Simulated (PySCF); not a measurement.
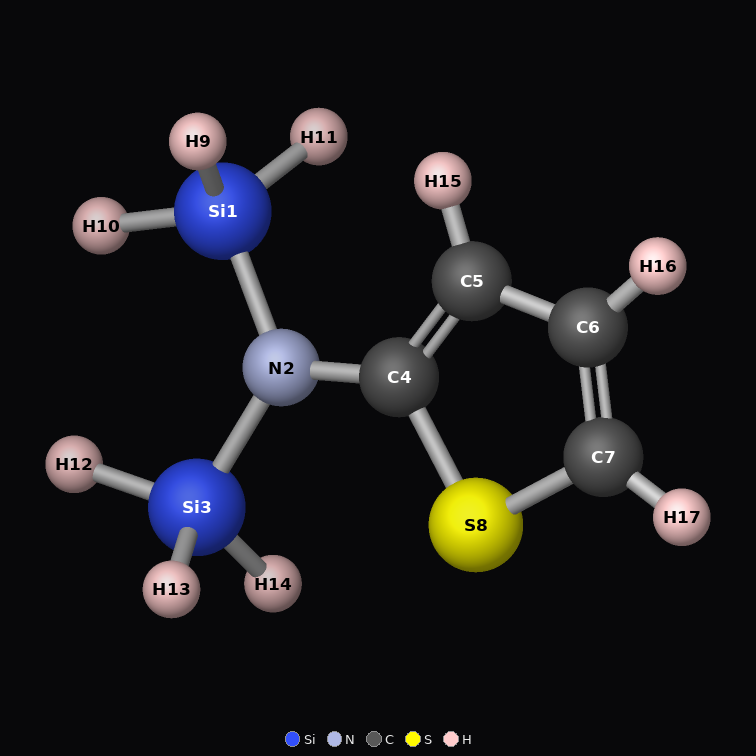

The geometry was computed by an optimisation with PBE0-D3(BJ)/def2-SVP. No frequency run is at hand to confirm it as a minimum. Method: delta-SCF UKS SCAN, pcX-2 on the ionised atom, pcseg-1 elsewhere, spin-free X2C (PySCF 2.14.0).

Give the core-electron binding energies (to vacuum; p and d levels without spin–orbit splitting) of Si1 1s, Si1 2p, N2 1s, C4 1s, C5 1s, C6 1s, C7 1s, S8 1s, S8 2p.

```tsv
atom	level	binding energy (eV)
Si1	1s	1847.1
Si1	2p	107.4
N2	1s	404.6
C4	1s	291.6
C5	1s	289.8
C6	1s	290.1
C7	1s	290.1
S8	1s	2477.6
S8	2p	170.1
```
